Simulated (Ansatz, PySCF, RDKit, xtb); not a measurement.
# C5H5FO3: ranking a sample of isomers

Which of a sample of isomers of C5H5FO3 is the most stable in the gas at 298.15 K, and what are its properties? The sample is small against all isomers, and the most stable one of this formula need not be in it.

The funnel: GFN2-xTB relaxations, single points with a density functional, relaxations at B3LYP-D3(BJ)/def2-SVP, harmonic vibrations (at GFN2-xTB), and a last energy at a higher level. All values are calculated.

## 1. Drawing up candidates

Isomers were taken from a list of plausible structures; this is a sample, not all of them. That gives 5 candidates.

```
label              SMILES     spin
 c162    C=C(F)OC(=O)CC=O  singlet
 c667  C=C(F)OC(=O)/C=C/O  singlet
 c743  C=C(F)OC(=O)/C=C\O  singlet
 c891  C=C(F)O/C(O)=C/C=O  singlet
 c931  C=C(F)O/C(O)=C\C=O  singlet
```

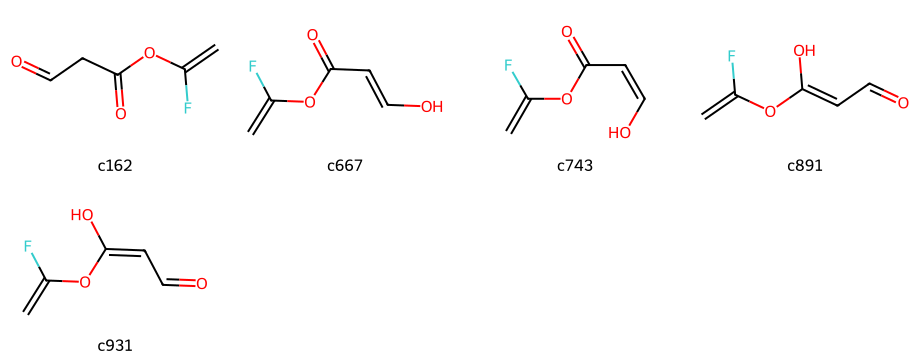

Structural formulas of the candidates.

Candidates are built by distance geometry, with a force field where one applies, in up to four conformers (letters a to d).

## 2. Cheap relaxation of all starts

All 18 starts are relaxed the same way. One of them, c667b (taken from a list of tautomers, embedded by distance geometry and MMFF94), in full:

Input file start.xyz:

```xyz
14
c667b
C     -1.715909    -2.824095     1.656670
C     -2.353340    -1.946983     0.847558
C     -2.089999    -0.242383    -0.742369
C     -1.379987     0.985069    -1.017681
C     -1.621860     1.733080    -2.108687
F     -3.640648    -2.115833     0.561545
O     -1.640199    -0.767271     0.436839
O     -2.946241    -0.764115    -1.526003
O     -0.990141     2.858630    -2.427281
H     -0.666082    -2.684295     1.962998
H     -2.257698    -3.694322     2.012541
H     -0.648321     1.313918    -0.219407
H     -2.320182     1.405877    -2.885390
H     -0.366155     3.118746    -1.694526
```

Run with:

```
xtb start.xyz --gfn 2 --opt
```

Standard output, shortened:

```text
* xtb version 6.7.1
[...]
          :  # basis functions                  41          :
[...]
          :  # electrons                        50          :
[...]
          :  Hamiltonian                  GFN2-xTB          :
[...]
          :  net charge                          0          :
          :  unpaired electrons                  0          :
[...]
   *** convergence criteria satisfied after 12 iterations ***
[...]
   *** GEOMETRY OPTIMIZATION CONVERGED AFTER 20 ITERATIONS ***
[...]
   *** convergence criteria satisfied after 3 iterations ***
[...]
         ::                     SUMMARY                     ::
         :::::::::::::::::::::::::::::::::::::::::::::::::::::
         :: total energy             -30.144248885449 Eh    ::
         :: gradient norm              0.000944283618 Eh/a0 ::
         :: HOMO-LUMO gap              3.713189847796 eV    ::
         ::.................................................::
         :: SCC energy               -30.440863375097 Eh    ::
         :: -> isotropic ES            0.072970966274 Eh    ::
         :: -> anisotropic ES          0.001577554276 Eh    ::
         :: -> anisotropic XC         -0.001996501237 Eh    ::
         :: -> dispersion             -0.008574255783 Eh    ::
         :: repulsion energy           0.296614489648 Eh    ::
         :: add. restraining           0.000000000000 Eh    ::
         :: total charge               0.000000000000 e     ::
         :::::::::::::::::::::::::::::::::::::::::::::::::::::
[...]
        25        2.0000           -0.4196969             -11.4205 (HOMO)
        26                         -0.2832397              -7.7073 (LUMO)
[...]
          | TOTAL ENERGY              -30.144248885449 Eh   |
          | GRADIENT NORM               0.000944283618 Eh/α |
          | HOMO-LUMO GAP               3.713189847796 eV   |
           -------------------------------------------------
[...]
```

Run time: 0.13 s. Hardware: 2 threads of Arm Neoverse V2, shared host.

## 3. What the search left

18 of the 18 relaxations converged. 18 distinct structures remain:

```
label  start        SMILES after     spin  energy (kcal/mol)
c743a  drawn  C=C(F)OC(=O)/C=C\O  singlet                0.0
c743b  drawn  C=C(F)OC(=O)/C=C\O  singlet                4.2
c667b  drawn  C=C(F)OC(=O)/C=C/O  singlet                5.1
c667c  drawn  C=C(F)OC(=O)/C=C/O  singlet                5.7
c667a  drawn  C=C(F)OC(=O)/C=C/O  singlet                8.0
c891c  drawn  C=C(F)O/C(O)=C/C=O  singlet                8.2
c162a  drawn    C=C(F)OC(=O)CC=O  singlet                8.5
c162b  drawn    C=C(F)OC(=O)CC=O  singlet                8.6
c667d  drawn  C=C(F)OC(=O)/C=C/O  singlet                9.2
c162c  drawn    C=C(F)OC(=O)CC=O  singlet                9.2
c891d  drawn  C=C(F)O/C(O)=C/C=O  singlet                9.6
c743c  drawn  C=C(F)OC(=O)/C=C\O  singlet               11.7
c891b  drawn  C=C(F)O/C(O)=C/C=O  singlet               16.7
c931c  drawn  C=C(F)O/C(O)=C\C=O  singlet               18.3
c891a  drawn  C=C(F)O/C(O)=C/C=O  singlet               19.3
c931b  drawn  C=C(F)O/C(O)=C\C=O  singlet               19.3
c931a  drawn  C=C(F)O/C(O)=C\C=O  singlet               19.4
c931d  drawn  C=C(F)O/C(O)=C\C=O  singlet               20.4
```

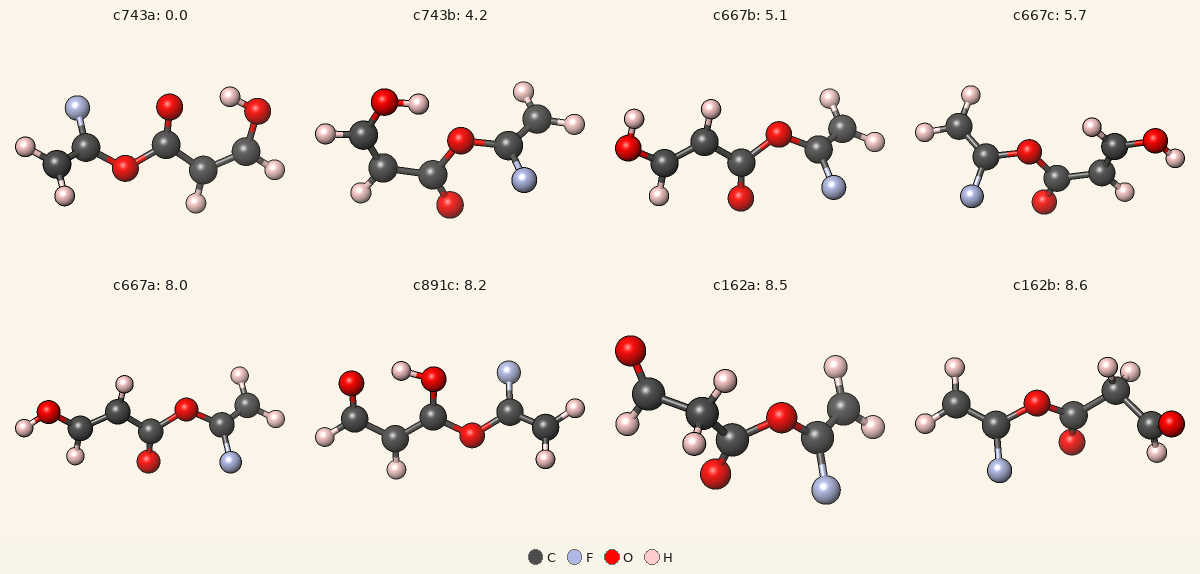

The 8 lowest minima that did not fall apart, with their GFN2-xTB energies in kcal/mol.

## 4. Second filter: single points

A choice of the minima (the low ones first, few conformers of a pattern, up to a cap) and the lowest that fell apart get a single point at r2SCAN-D4/def2-SVP on the tight-binding geometry, and one at HF/STO-3G for comparison. Some singlets are also tried as triplets at the same geometry (label ending in t). Within 40 kcal/mol but not screened, among others: c667a, c667d, c162c, c743c, c891b, c891a, c931a, c931d. The first, c743a:

Input file input.yaml:

```yaml
crystal:
  periodic: [false, false, false]
  atoms:
    - symbol: C
      position_ang: [1.896472, -2.507821, -2.194341]
    - symbol: C
      position_ang: [1.703387, -1.686989, -1.182499]
    - symbol: C
      position_ang: [1.566448, 0.632904, -0.801358]
    - symbol: C
      position_ang: [0.625639, 1.727899, -0.791326]
    - symbol: C
      position_ang: [1.030431, 2.952940, -0.390719]
    - symbol: F
      position_ang: [2.144483, -1.970536, 0.053540]
    - symbol: O
      position_ang: [0.994813, -0.530200, -1.239173]
    - symbol: O
      position_ang: [2.736570, 0.709786, -0.483885]
    - symbol: O
      position_ang: [2.245079, 3.262188, 0.005379]
    - symbol: H
      position_ang: [2.408795, -3.438686, -2.047159]
    - symbol: H
      position_ang: [1.537450, -2.258775, -3.173376]
    - symbol: H
      position_ang: [-0.384411, 1.537118, -1.101870]
    - symbol: H
      position_ang: [0.346426, 3.793330, -0.369737]
    - symbol: H
      position_ang: [2.808019, 2.450419, -0.036740]
basis:
  gaussian: {orbitals: def2-SVP}
hamiltonian: {xc: {name: r2SCAN}, dispersion: d4}
scf: {lower_state_search: "off"}
output: {orbitals: {seedname: orbitals}}
```

Run with:

```
ansatz run input.yaml --threads 2 --pin off --max-ram 5220MiB --events-out events.jsonl --progress --plain --runs-dir runs
```

Standard output, shortened:

```text
Warning: RAYON_NUM_THREADS=2 ignored (pool sized by the plan → 2); use --threads N
Functional definition: r2SCAN
  name "r2SCAN"
[...]
1657 factors; their error is unknown
[...]
mean field -14105.74307755 eV, -518.3764968840 hartree, gradient 7.5e-6 eV, S^2 0.000000; 0 other end points of the search recorded, 0 dependent functions left out
reference -14105.74308702 eV, -518.3764972319 hartree; 34, 34 occupied and 117, 117 virtual orbitals, 1657 factors
Total energy: -14105.82758739 eV, -518.3796025633 hartree
Checks for a lower state left out: stability, starts, cluster_reference, orbital_swaps, neighbouring_geometries, increment
```

Run time: 3.6 s. Hardware: 2 threads of Arm Neoverse V2, shared host; peak memory 0.18 GiB.

Relative energies in kcal/mol, each column from its lowest structure that stays in one piece:

```
 label              SMILES     spin  GFN2-xTB  HF/STO-3G  r2SCAN-D4/def2-SVP
 c743a  C=C(F)OC(=O)/C=C\O  singlet       0.0        5.5                 0.0
 c743b  C=C(F)OC(=O)/C=C\O  singlet       4.2        7.1                 4.4
 c891c  C=C(F)O/C(O)=C/C=O  singlet       8.2       11.7                 7.3
 c667b  C=C(F)OC(=O)/C=C/O  singlet       5.1       10.8                 8.1
 c891d  C=C(F)O/C(O)=C/C=O  singlet       9.6       14.7                 8.3
 c667c  C=C(F)OC(=O)/C=C/O  singlet       5.7       11.1                 8.5
 c162a    C=C(F)OC(=O)CC=O  singlet       8.5        0.0                 9.1
 c162b    C=C(F)OC(=O)CC=O  singlet       8.6        0.1                 9.4
 c931c  C=C(F)O/C(O)=C\C=O  singlet      18.3       20.8                23.9
 c931b  C=C(F)O/C(O)=C\C=O  singlet      19.3       30.1                28.4
c743at  C=C(F)OC(=O)/C=C\O  triplet         –          –                80.8
c891ct  C=C(F)O/C(O)=C/C=O  triplet         –          –                83.8
```

## 5. Relaxing the best candidates

5 candidates are relaxed at B3LYP-D3(BJ)/def2-SVP (chosen among the lowest in one piece, one conformer a pattern). The first, c743a:

Input file input.yaml:

```yaml
crystal:
  periodic: [false, false, false]
  atoms:
    - {symbol: C, position_ang: [1.896472, -2.507821, -2.194341]}
    - {symbol: C, position_ang: [1.703387, -1.686989, -1.182499]}
    - {symbol: C, position_ang: [1.566448, 0.632904, -0.801358]}
    - {symbol: C, position_ang: [0.625639, 1.727899, -0.791326]}
    - {symbol: C, position_ang: [1.030431, 2.952940, -0.390719]}
    - {symbol: F, position_ang: [2.144483, -1.970536, 0.053540]}
    - {symbol: O, position_ang: [0.994813, -0.530200, -1.239173]}
    - {symbol: O, position_ang: [2.736570, 0.709786, -0.483885]}
    - {symbol: O, position_ang: [2.245079, 3.262188, 0.005379]}
    - {symbol: H, position_ang: [2.408795, -3.438686, -2.047159]}
    - {symbol: H, position_ang: [1.537450, -2.258775, -3.173376]}
    - {symbol: H, position_ang: [-0.384411, 1.537118, -1.101870]}
    - {symbol: H, position_ang: [0.346426, 3.793330, -0.369737]}
    - {symbol: H, position_ang: [2.808019, 2.450419, -0.036740]}
basis:
  gaussian: {orbitals: def2-SVP}
hamiltonian: {xc: {name: B3LYP}, dispersion: d3bj}
scf: {lower_state_search: off}
relax: {f_tol: 0.006}
```

Run with:

```
ansatz run input.yaml --threads 2 --pin off --max-ram 5220MiB --events-out events.jsonl --progress --plain --runs-dir runs
```

Standard output, shortened:

```text
Warning: RAYON_NUM_THREADS=2 ignored (pool sized by the plan → 2); use --threads N
[...]
Functional definition: B3LYP
  name "B3LYP"
[...]
1672 factors; integrals over basis functions are off by at most 4.3e-4 eV
[...]
mean field -14112.90762187 eV, -518.6397890313 hartree, gradient 4.0e-6 eV, S^2 0.000000; 0 other end points of the search recorded, 0 dependent functions left out
[...]
Atom 10 at     1.690593    -2.074611    -3.178011 Å, force     0.000801     0.000445     0.000285 eV/Å
Atom 11 at    -0.475550     1.569688    -0.988822 Å, force     0.000340     0.000014     0.000189 eV/Å
Atom 12 at     0.412657     3.826858    -0.374579 Å, force    -0.000362    -0.000926     0.001818 eV/Å
Atom 13 at     2.814710     2.344885    -0.185812 Å, force     0.000013     0.000943     0.000948 eV/Å
Dipole moment:    -0.343023     0.148367    -0.228205 e Å
Checks for a lower state left out: stability, starts, cluster_reference, orbital_swaps, neighbouring_geometries, increment
```

Wall time 43 s (2 threads of Arm Neoverse V2, shared host); peak memory 0.39 GiB.

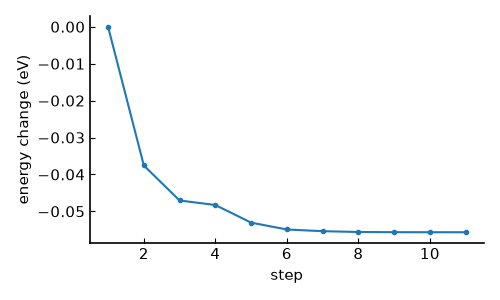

Energy along the run, all evaluated steps.

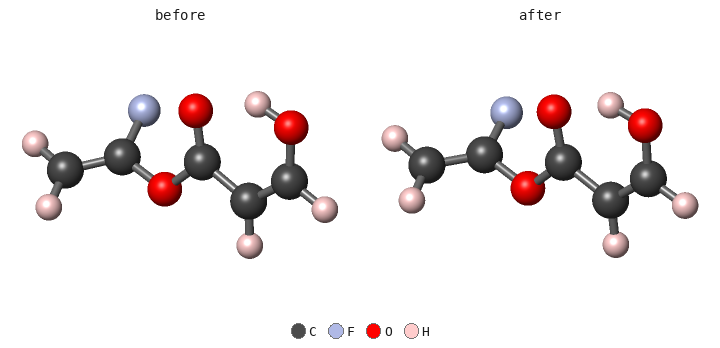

Before and after, at one scale.

After the run. Bond lengths: C1–C2 1.327 Å, C3–C4 1.443 Å, C4–C5 1.366 Å, C2–F6 1.327 Å, C2–O7 1.364 Å, C3–O7 1.371 Å, C3–O8 1.223 Å, C5–O9 1.316 Å, C1–H10 1.089 Å, C1–H11 1.088 Å, C4–H12 1.088 Å, C5–H13 1.096 Å, O9–H14 0.997 Å. Some angles: C1–C2–F6 123.7°, C1–C2–O7 124.2°, F6–C2–O7 112.0°, C3–C4–C5 118.1°, C4–C3–O7 113.4°, C4–C3–O8 125.2°, O7–C3–O8 121.4°, C4–C5–O9 125.1°, C2–O7–C3 118.1°, C2–C1–H10 119.9°.

## 6. Ranking at B3LYP-D3(BJ)/def2-SVP

```
label     spin  r2SCAN-D4/def2-SVP (kcal/mol)  B3LYP-D3(BJ)/def2-SVP, relaxed (kcal/mol)  time                   note
c743a  singlet                            0.0                                        0.0  43 s                       
c891c  singlet                            7.3                                        0.0  83 s  same minimum as c743a
c162a  singlet                            9.1                                        7.4  95 s                       
c667b  singlet                            8.1                                        8.0  42 s                       
c931c  singlet                           23.9                                       22.9  67 s
```

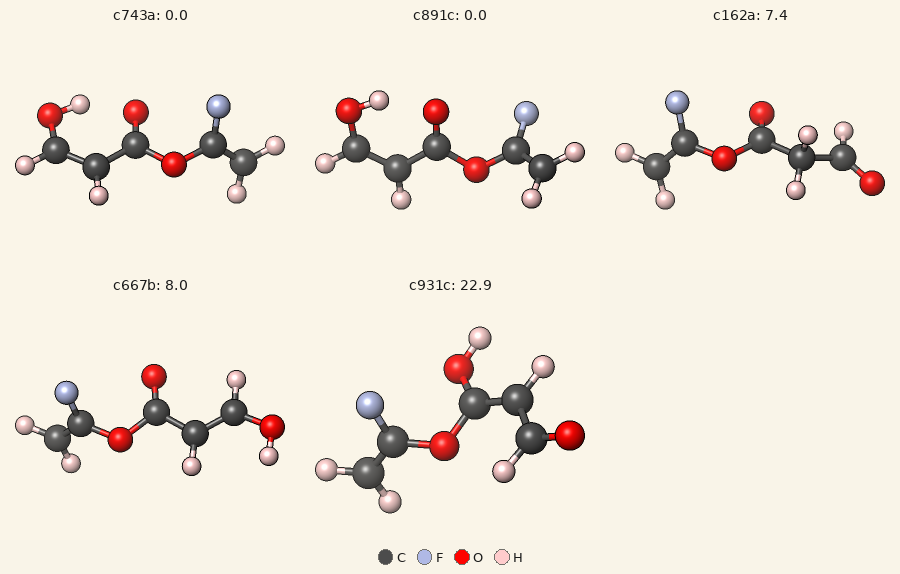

The relaxed structures, with energies at B3LYP-D3(BJ)/def2-SVP in kcal/mol.

## 7. Harmonic analysis of the finalists

The lowest few go on as finalists. In this search the thermal terms come from GFN2-xTB at its own nearest minimum. The first, c743a:

Input file start.xyz:

```xyz
14
c743a
C      1.982449    -2.426079    -2.190028
C      1.666944    -1.710920    -1.118036
C      1.496834     0.605344    -0.788081
C      0.576376     1.716248    -0.753216
C      1.064040     2.946642    -0.416969
F      1.983656    -2.063289     0.121773
O      0.907125    -0.578466    -1.148625
O      2.692560     0.672203    -0.537707
O      2.318787     3.206822    -0.117805
H      2.528420    -3.361747    -2.077347
H      1.690593    -2.074611    -3.178011
H     -0.475550     1.569688    -0.988822
H      0.412657     3.826858    -0.374579
H      2.814710     2.344885    -0.185812
```

Run with:

```
xtb start.xyz --gfn 2 --ohess tight
```

Standard output, shortened:

```text
[...]
         ::                     SUMMARY                     ::
         :::::::::::::::::::::::::::::::::::::::::::::::::::::
         :: total energy             -30.152432236118 Eh    ::
         :: gradient norm              0.000107363590 Eh/a0 ::
         :: HOMO-LUMO gap              3.623693106903 eV    ::
         ::.................................................::
         :: SCC energy               -30.443172884718 Eh    ::
         :: -> isotropic ES            0.072223168194 Eh    ::
         :: -> anisotropic ES         -0.001175097094 Eh    ::
         :: -> anisotropic XC         -0.002408285531 Eh    ::
         :: -> dispersion             -0.008865004725 Eh    ::
         :: repulsion energy           0.290740648600 Eh    ::
         :: add. restraining           0.000000000000 Eh    ::
         :: total charge              -0.000000000000 e     ::
         :::::::::::::::::::::::::::::::::::::::::::::::::::::
[...]
          | TOTAL ENERGY              -30.152432236118 Eh   |
          | TOTAL ENTHALPY            -30.049331158551 Eh   |
          | TOTAL FREE ENERGY         -30.093531749695 Eh   |
          | GRADIENT NORM               0.000107523293 Eh/α |
[...]
```

It took 0.32 s on 2 threads of Arm Neoverse V2, shared host; peak memory 0.1 GiB.

## 8. Zero-point energy and free-energy terms

As xtb prints them, at 298.15 K, with its own treatment of low modes:

```
label              SMILES     spin  lowest mode (cm⁻¹)  zero-point (kcal/mol)  G − E (kcal/mol)
c743a  C=C(F)OC(=O)/C=C\O  singlet                  36                   58.5              37.0
c162a    C=C(F)OC(=O)CC=O  singlet                  23                   57.8              35.5
c667b  C=C(F)OC(=O)/C=C/O  singlet                  37                   58.3              36.4
c931c  C=C(F)O/C(O)=C\C=O  singlet                  44                   57.8              35.9
```

## 9. The final energy

Each finalist gets a single point at CCSD(T)/def2-SVP + MP2/def2-TZVPP - MP2/def2-SVP.

c743a, CCSD(T)/def2-SVP:

Input file input.yaml:

```yaml
crystal:
  periodic: [false, false, false]
  atoms:
    - {symbol: C, position_ang: [1.982449, -2.426079, -2.190028]}
    - {symbol: C, position_ang: [1.666944, -1.710920, -1.118036]}
    - {symbol: C, position_ang: [1.496834, 0.605344, -0.788081]}
    - {symbol: C, position_ang: [0.576376, 1.716248, -0.753216]}
    - {symbol: C, position_ang: [1.064040, 2.946642, -0.416969]}
    - {symbol: F, position_ang: [1.983656, -2.063289, 0.121773]}
    - {symbol: O, position_ang: [0.907125, -0.578466, -1.148625]}
    - {symbol: O, position_ang: [2.692560, 0.672203, -0.537707]}
    - {symbol: O, position_ang: [2.318787, 3.206822, -0.117805]}
    - {symbol: H, position_ang: [2.528420, -3.361747, -2.077347]}
    - {symbol: H, position_ang: [1.690593, -2.074611, -3.178011]}
    - {symbol: H, position_ang: [-0.475550, 1.569688, -0.988822]}
    - {symbol: H, position_ang: [0.412657, 3.826858, -0.374579]}
    - {symbol: H, position_ang: [2.814710, 2.344885, -0.185812]}
basis:
  gaussian: {orbitals: def2-SVP}
correlation: {method: ccsd_t, frozen_orbitals: {H: 0, C: 1, O: 1, F: 1}}
```

Run with:

```
ansatz run input.yaml --threads 2 --pin off --max-ram 5220MiB --events-out events.jsonl --progress --plain --runs-dir runs
```

Standard output, shortened:

```text
Warning: RAYON_NUM_THREADS=2 ignored (pool sized by the plan → 2); use --threads N
Functional definition: HF
  name "HF"
[...]
1505 factors; integrals over basis functions are off by at most 1.4e-3 eV
[...]
mean field -14036.92181432 eV, -515.8473621090 hartree, gradient 1.0e-6 eV, S^2 0.000000; 0 other end points of the search recorded, 0 dependent functions left out
9 core orbitals not correlated: weight in the atoms' cores, before any rotation towards them, 1.000 or more for the frozen orbitals, at most 0.000 for the correlated occupied ones
reference -14036.92181432 eV, -515.8473621090 hartree; 25, 25 occupied and 117, 117 virtual orbitals, 1505 factors
second order -37.35229780 eV of doubles, -0.00000000 eV of singles
cycle   1  -37.25650261 eV  change    9.6e-2 eV  update   1.6e-1
[...]
cycle  11  -38.50712431 eV  change    3.5e-5 eV  update   1.8e-5
perturbative correction -1.29797277 eV, -0.0476996196 hartree
Total energy: -14076.72691140 eV, -517.3101724458 hartree
```

Wall time 1.9 min (2 threads of Arm Neoverse V2, shared host); peak memory 1.6 GiB.

## 10. c743a at MP2/def2-TZVPP

Changes to input.yaml since step 9:

```diff
@@ -18,3 +18,6 @@
 basis:
-  gaussian: {orbitals: def2-SVP}
-correlation: {method: ccsd_t, frozen_orbitals: {H: 0, C: 1, O: 1, F: 1}}
+  gaussian:
+    orbitals: def2-TZVPP
+correlation:
+  method: mp2
+  frozen_orbitals: {H: 0, C: 1, O: 1, F: 1}
```

Run with:

```
ansatz run input.yaml --threads 2 --pin off --max-ram 5220MiB --events-out events.jsonl --progress --plain --runs-dir runs
```

Standard output, shortened:

```text
Warning: RAYON_NUM_THREADS=2 ignored (pool sized by the plan → 2); use --threads N
[... 2 set-up lines as earlier in the session ...]
[...]
2210 factors; integrals over basis functions are off by at most 1.1e-3 eV
[...]
mean field -14053.66227430 eV, -516.4625626659 hartree, gradient 1.3e-6 eV, S^2 0.000000; 0 other end points of the search recorded, 0 dependent functions left out
9 core orbitals not correlated: weight in the atoms' cores, before any rotation towards them, 1.000 or more for the frozen orbitals, at most 0.000 for the correlated occupied ones
reference -14053.66227430 eV, -516.4625626659 hartree; 25, 25 occupied and 315, 315 virtual orbitals, 2210 factors
second order -46.98650408 eV of doubles, -0.00000000 eV of singles
Total energy: -14100.64877837 eV, -518.1892848421 hartree
```

Run time: 19 s. Hardware: 2 threads of Arm Neoverse V2, shared host; peak memory 1.2 GiB.

## 11. c162a at CCSD(T)/def2-SVP

Input file input.yaml:

```yaml
crystal:
  periodic: [false, false, false]
  atoms:
    - {symbol: C, position_ang: [-0.735841, -0.579818, 2.810946]}
    - {symbol: C, position_ang: [-0.258678, 0.153794, 1.814724]}
    - {symbol: C, position_ang: [-0.374213, -0.139612, -0.512314]}
    - {symbol: C, position_ang: [0.436150, -0.650641, -1.675090]}
    - {symbol: C, position_ang: [-0.420591, -1.069062, -2.860514]}
    - {symbol: F, position_ang: [-0.182284, 1.477916, 1.838646]}
    - {symbol: O, position_ang: [0.287111, -0.363603, 0.671988]}
    - {symbol: O, position_ang: [-1.442836, 0.395103, -0.577539]}
    - {symbol: O, position_ang: [-0.083250, -1.917538, -3.642299]}
    - {symbol: H, position_ang: [-1.090212, -0.095952, 3.720149]}
    - {symbol: H, position_ang: [-0.767569, -1.663806, 2.716505]}
    - {symbol: H, position_ang: [1.071028, 0.190807, -2.013932]}
    - {symbol: H, position_ang: [1.115714, -1.462309, -1.381519]}
    - {symbol: H, position_ang: [-1.385361, -0.513258, -2.960362]}
basis:
  gaussian:
    orbitals: def2-SVP
correlation:
  method: ccsd_t
  frozen_orbitals: {H: 0, C: 1, O: 1, F: 1}
```

Run with:

```
ansatz run input.yaml --threads 2 --pin off --max-ram 5220MiB --events-out events.jsonl --progress --plain --runs-dir runs
```

Standard output, shortened:

```text
Warning: RAYON_NUM_THREADS=2 ignored (pool sized by the plan → 2); use --threads N
[... 2 set-up lines as earlier in the session ...]
[...]
1504 factors; integrals over basis functions are off by at most 1.7e-3 eV
[...]
mean field -14036.89586131 eV, -515.8464083533 hartree, gradient 3.9e-6 eV, S^2 0.000000; 0 other end points of the search recorded, 0 dependent functions left out
9 core orbitals not correlated: weight in the atoms' cores, before any rotation towards them, 1.000 or more for the frozen orbitals, at most 0.000 for the correlated occupied ones
reference -14036.89586131 eV, -515.8464083533 hartree; 25, 25 occupied and 117, 117 virtual orbitals, 1504 factors
second order -37.26718922 eV of doubles, -0.00000000 eV of singles
cycle   1  -37.21830393 eV  change    4.9e-2 eV  update   1.6e-1
[...]
cycle   9  -38.50387064 eV  change    2.1e-5 eV  update   5.7e-5
perturbative correction -1.25838790 eV, -0.0462449022 hartree
Total energy: -14076.65811984 eV, -517.3076444026 hartree
```

Wall time 99 s (2 threads of Arm Neoverse V2, shared host); peak memory 1.6 GiB.

[end of part 1 of 2]
